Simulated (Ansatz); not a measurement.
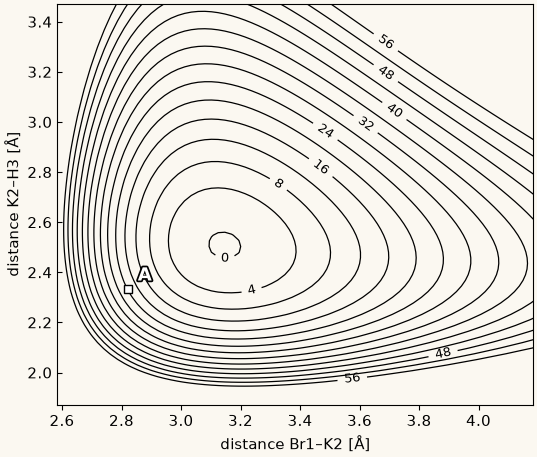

The system Br⁻ + KH. Coordinates scanned: (1) distance Br1–K2; (2) distance K2–H3. Nothing is relaxed (the angle Br1–K2–H3 is fixed at 160 degrees). The grid has 14 × 14 points. Energies: kJ/mol, counted from the lowest grid point. The reference is spin-restricted, so regions where a bond is pulled apart into radicals lie too high. Level of theory: RHF/def2-TZVPD in Ansatz.

The picture shows contour lines labelled in kJ/mol (none above 56), the point A. Between grid points the surface is interpolated.

**Is A at rest? If not, where is it pushed?**

A, at distance Br1–K2 = 2.822 Å, distance K2–H3 = 2.334 Å, is not a stationary point. The computed force is 118 kJ/mol for each Å towards larger values of distance Br1–K2 and 52 kJ/mol for each Å towards larger values of distance K2–H3.
